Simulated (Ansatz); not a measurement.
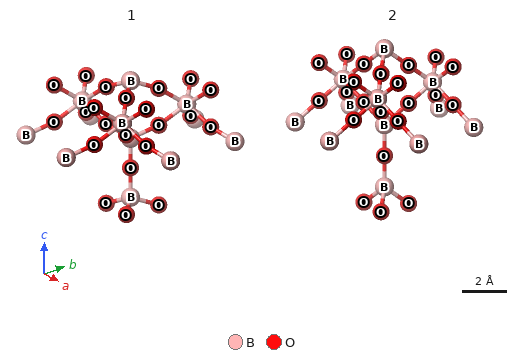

Two geometries of crystalline B3O7 (a generated structure, set up in P-6m2) (coarse preliminary run), drawn at one scale. One is the start of a relaxation, the other its converged end. Style: ball-and-stick. Shown: the atoms within 4.2 Å of the atom that moves most (axes of the cell of the calculation), slightly off an axis.

These are results of DFT PBE, scalar-relativistic, plane waves, PAW in Ansatz 0.2.0, not measurements. (plane-wave cutoff 420 eV; k-point mesh 6 × 6 × 4; occupations gaussian; smearing width 0.1 eV; no spin polarisation; cell and atoms relaxed; force threshold 0.04 eV/Å; at most 70 steps)

Question: Which one is relaxed?

Answer: Structure 1 is the relaxed one. The largest moves relative to the cell, 0.15 Å, are those of B atoms. Largest moves by element: B 0.15 Å, O 0.11 Å. The drawn cell changes as follows: a = b 4.127 → 4.829 Å (+17.0 %), c 6.506 → 5.491 Å (−15.6 %); the volume changes by +15.6 %. Near-neighbour distances that change, for instance: B–O 1.490 → 1.638 Å, B–O 1.464 → 1.389 Å, B–O 1.490 → 1.483 Å. Bond angles that change, for instance: O–B–O 87.7° → 109.8°, O–B–O 126.9° → 109.2°, B–O–B 180.0° → 167.1°. The space group stays P-6m2 (No. 187). After 12 accepted moves (16 points after the start) the energy has fallen by 607 meV per atom. Largest force component: 5.1 eV/Å at the start, 0.012 eV/Å at the end. Pressure: 29.19 GPa at the start and −0.09 GPa at the end. The line search rejected the trial step at point 10 of the run. At 3 points the geometry stayed and the basis and grid were re-selected for the new cell (energy shift of 40.6 meV per atom at most each time).

Limits of the set-up: an odd number of electrons was run without spin polarisation, which fails if the electron would localise.
